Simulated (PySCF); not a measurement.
SMILES [SiH3]c1ccccc1Br, singlet at its GFN2-xTB optimised geometry (Å):

```
15

Si    -1.3915    -2.1176    -0.0030
C     -0.4115    -0.5002     0.0000
C     -1.0344     0.7437     0.0008
C     -0.3088     1.9217     0.0009
C      1.0755     1.8813     0.0001
C      1.7283     0.6607     0.0000
C      0.9769    -0.5002     0.0000
Br     1.9016    -2.1722     0.0009
H     -1.0584    -2.8722     1.2045
H     -2.8067    -1.7443    -0.0062
H     -1.0529    -2.8695    -1.2106
H     -2.1140     0.7816     0.0009
H     -0.8215     2.8722     0.0012
H      1.6502     2.7951    -0.0005
H      2.8067     0.6113    -0.0002
```

Level of theory: PBE/def2-TZVP (PySCF 2.14.0). Cells within 0.4 Å of a nucleus heavier than hydrogen are left out (blank, or x).

Map of the electron localisation function on the plane z = 0.0 Å:

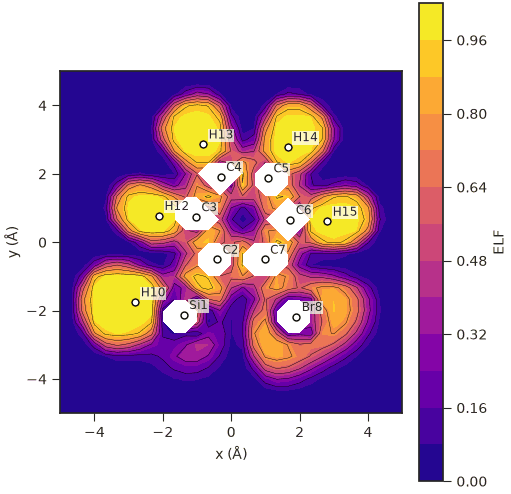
Figure: Electron localisation function on the plane z = 0.0 Å.
